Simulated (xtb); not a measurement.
# Geometry relaxation of AsH3 (part 1 of 2)

System: AsH3, SMILES [H][As]([H])[H].
Method: GFN2-xTB, GBSA solvent thf (xtb 6.7.1).

The starting geometry was optimised with GFN2-xTB.

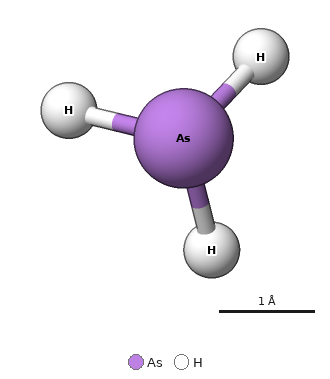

The structure as given in the input (ball-and-stick view, seen on its broad side). Bond lengths as drawn: As–H 1.50 Å.

## The input (coord)
```
$coord
     -0.010223418334      0.010147829289      1.239679235016  as
      2.295866063330     -0.055047722010     -0.393913410678  h
     -1.097968672930      2.007777315631     -0.438775508877  h
     -1.187692869327     -1.962896320171     -0.406990315461  h
$end
```

## File .CHRG
```
0
```

## File .UHF
```
0
```

## File xcontrol
```
$gbsa
   gbsagrid=tight
$end
```

Machine: 1 thread of Intel Xeon @ 2.70GHz, 189 GiB of memory available, shared host.

Launch command:
```bash
xtb coord --input xcontrol --opt --gfn 2 --gbsa thf -P 1 | tee xtb.out
```

## What the program printed
```
* xtb version 6.7.1
   ID    Z sym.   atoms
    1   33 as     1
    2    1 h      2-4

           -------------------------------------------------
          |                Calculation Setup                |
           -------------------------------------------------

          program call               : xtb coord --input xcontrol --opt --gfn 2 --gbsa thf -P 1
          coordinate file            : coord
          omp threads                :                     1

           -------------------------------------------------
          |                 G F N 2 - x T B                 |
           -------------------------------------------------

      * Hamiltonian:
        H0-scaling (s, p, d)           1.850000    2.230000    2.230000
        zeta-weighting                 0.500000
      * Dispersion:
        s8                             2.700000
        a1                             0.520000
        a2                             5.000000
        s9                             5.000000
      * Repulsion:
        kExp                           1.500000    1.000000
        rExp                           1.000000
      * Coulomb:
        alpha                          2.000000
        third order                    shell-resolved
        anisotropic                    true
        a3                             3.000000
        a5                             4.000000
        cn-shift                       1.200000
        cn-exp                         4.000000
        max-rad                        5.000000

      * Solvation model:               GBSA
        Solvent                        thf
        Parameter file                 internal GFN2-xTB/GBSA
        Dielectric constant                7.6000E+00
        Reference state                gsolv [1 M gas/solution]
        Free energy shift                  3.3994E-03 Eh       2.1331E+00 kcal/mol
        Temperature                        2.9815E+02 K
        Density                            8.8300E-01 kg/L
        Solvent mass                       7.2106E+01 g/mol
        Interaction kernel             Still
        Born radius scaling (c1)           1.5128E+00
        Born radii integrator          GBOBC
        Born offset                        6.0704E-04 a0       1.1471E-03 AA
        H-bond correction              true
        Ion screening                  false
        Surface tension                    1.0000E-05 Eh       1.5569E+01 dyn/cm
        Grid points                               974 per atom

          ...................................................
          :                      SETUP                      :
          :.................................................:
          :  # basis functions                  13          :
          :  # atomic orbitals                  12          :
          :  # shells                            6          :
          :  # electrons                         8          :
          :  max. iterations                   250          :
          :  Hamiltonian                  GFN2-xTB          :
          :  restarted?                      false          :
          :  GBSA solvation                   true          :
          :  PC potential                    false          :
          :  electronic temp.          300.0000000     K    :
          :  accuracy                    1.0000000          :
          :  -> integral cutoff          0.2500000E+02      :
          :  -> integral neglect         0.1000000E-07      :
          :  -> SCF convergence          0.1000000E-05 Eh   :
          :  -> wf. convergence          0.1000000E-03 e    :
          :  Broyden damping             0.4000000          :
          :  net charge                          0          :
          :  unpaired electrons                  0          :
          ...................................................

 iter      E             dE          RMSdq      gap      omega  full diag
   1     -3.9001847 -0.390018E+01  0.704E+00    6.39       0.0  T
   2     -3.9006129 -0.428222E-03  0.415E+00    6.41       1.0  T
   3     -3.9006669 -0.539638E-04  0.579E-01    6.52       1.0  T
   4     -3.9009295 -0.262564E-03  0.270E-01    6.52       1.0  T
   5     -3.9010085 -0.790206E-04  0.169E-01    6.52       1.0  T
   6     -3.9010280 -0.195603E-04  0.354E-03    6.53      14.1  T
   7     -3.9010280  0.678681E-07  0.889E-03    6.53       5.6  T
   8     -3.9010280 -0.682865E-07  0.106E-04    6.53     469.8  T
   9     -3.9010280 -0.437250E-11  0.636E-05    6.53     786.0  T

   *** convergence criteria satisfied after 9 iterations ***

         #    Occupation            Energy/Eh            Energy/eV
      -------------------------------------------------------------
         1        2.0000           -0.6045584             -16.4509
         2        2.0000           -0.4443482             -12.0913
         3        2.0000           -0.4443480             -12.0913
         4        2.0000           -0.4134255             -11.2499 (HOMO)
         5                         -0.1734898              -4.7209 (LUMO)
         6                         -0.1734890              -4.7209
         7                         -0.0067210              -0.1829
         8                         -0.0067209              -0.1829
         9                         -0.0034877              -0.0949
       ...                                ...                  ...
        12                          0.7434835              20.2312
      -------------------------------------------------------------
                  HL-Gap            0.2399357 Eh            6.5290 eV
             Fermi-level           -0.2934577 Eh           -7.9854 eV

 SCC (total)                   0 d,  0 h,  0 min,  0.003 sec
 SCC setup                      ...        0 min,  0.000 sec ( 12.032%)
 Dispersion                     ...        0 min,  0.000 sec (  1.047%)
 classical contributions        ...        0 min,  0.000 sec (  0.462%)
 integral evaluation            ...        0 min,  0.000 sec ( 11.635%)
 iterations                     ...        0 min,  0.002 sec ( 59.232%)
 molecular gradient             ...        0 min,  0.000 sec ( 12.085%)
 printout                       ...        0 min,  0.000 sec (  3.108%)

         :::::::::::::::::::::::::::::::::::::::::::::::::::::
         ::                     SUMMARY                     ::
         :::::::::::::::::::::::::::::::::::::::::::::::::::::
         :: total energy              -3.883931796709 Eh    ::
         :: total w/o Gsasa/hb        -3.880190571949 Eh    ::
         :: gradient norm              0.001243145368 Eh/a0 ::
         :: HOMO-LUMO gap              6.528983351494 eV    ::
         ::.................................................::
         :: SCC energy                -3.901028036968 Eh    ::
         :: -> isotropic ES           -0.000868914007 Eh    ::
         :: -> anisotropic ES          0.000324223404 Eh    ::
         :: -> anisotropic XC          0.001149674200 Eh    ::
         :: -> dispersion             -0.000995183162 Eh    ::
         :: -> Gsolv                  -0.003792396362 Eh    ::
         ::    -> Gelec               -0.000051171602 Eh    ::
         ::    -> Gsasa               -0.007016679556 Eh    ::
         ::    -> Ghb                 -0.000123910261 Eh    ::
         ::    -> Gshift               0.003399365057 Eh    ::
         :: repulsion energy           0.017096240259 Eh    ::
         :: add. restraining           0.000000000000 Eh    ::
         :: total charge              -0.000000000000 e     ::
         :::::::::::::::::::::::::::::::::::::::::::::::::::::

      -----------------------------------------------------------
     |                   =====================                   |
     |                        A N C O P T                        |
     |                   =====================                   |
     |               Approximate Normal Coordinate               |
     |                Rational Function Optimizer                |
      -----------------------------------------------------------
      -----------------------------------------------------------
     |                   =====================                   |
     |                        A N C O P T                        |
     |                   =====================                   |
     |               Approximate Normal Coordinate               |
     |                Rational Function Optimizer                |
      -----------------------------------------------------------

          ...................................................
          :                      SETUP                      :
          :.................................................:
          :   optimization level            normal          :
          :   max. optcycles                   200          :
          :   ANC micro-cycles                  20          :
          :   degrees of freedom                 6          :
          :.................................................:
          :   RF solver                   davidson          :
          :   write xtbopt.log                true          :
          :   linear?                        false          :
          :   energy convergence         0.5000000E-05 Eh   :
          :   grad. convergence          0.1000000E-02 Eh/α :
          :   maxmium RF displ.          1.0000000          :
          :   Hlow (freq-cutoff)         0.1000000E-01      :
          :   Hmax (freq-cutoff)         5.0000000          :
          :   S6 in model hess.         20.0000000          :
          ...................................................

generating ANC from exact Hessian ...
Using Lindh-Hessian (1995)
 Shifting diagonal of input Hessian by    0.0000000000000000
 Lowest  eigenvalues of input Hessian
    0.000000    0.000000    0.000000    0.000000    0.000000    0.000000
    0.011606    0.011606    0.018966    0.426615    0.426621    0.442833
 Highest eigenvalues
    0.011606    0.011606    0.018966    0.426615    0.426621    0.442833

........................................................................
.............................. CYCLE    1 ..............................
........................................................................

 iter      E             dE          RMSdq      gap      omega  full diag
   1     -3.9010280 -0.390103E+01  0.103E-05    6.53       0.0  T
   2     -3.9010280 -0.928146E-13  0.190E-06    6.53   26353.5  T
   3     -3.9010280  0.266454E-14  0.538E-07    6.53   92912.5  T
     SCC iter.                  ...        0 min,  0.001 sec
     gradient                   ...        0 min,  0.000 sec
 * total energy  :    -3.8839318 Eh     change       -0.2754241E-11 Eh
   gradient norm :     0.0012428 Eh/α   predicted     0.0000000E+00 (-100.00%)
   displ. norm   :     0.0121040 α      lambda       -0.4532109E-05
   maximum displ.:     0.0113585 α      in ANC's #3, #6, #2, ...

........................................................................
.............................. CYCLE    2 ..............................
........................................................................

 iter      E             dE          RMSdq      gap      omega  full diag
   1     -3.9007848 -0.390078E+01  0.753E-02    6.52       0.0  T
   2     -3.9007850 -0.251469E-06  0.459E-02    6.53       1.1  T
   3     -3.9007850 -0.239895E-07  0.687E-03    6.53       7.3  T
   4     -3.9007850 -0.364084E-08  0.123E-03    6.53      40.5  T
   5     -3.9007850 -0.544769E-10  0.717E-05    6.53     697.4  T
   6     -3.9007850 -0.230482E-12  0.355E-05    6.53    1407.4  T
     SCC iter.                  ...        0 min,  0.001 sec
     gradient                   ...        0 min,  0.000 sec
 * total energy  :    -3.8839297 Eh     change        0.2079491E-05 Eh
   gradient norm :     0.0009144 Eh/α   predicted    -0.2264690E-05 (-208.91%)
   displ. norm   :     0.0161902 α      lambda       -0.7879308E-05
   maximum displ.:     0.0159875 α      in ANC's #3, #6, #2, ...

........................................................................
.............................. CYCLE    3 ..............................
........................................................................
```
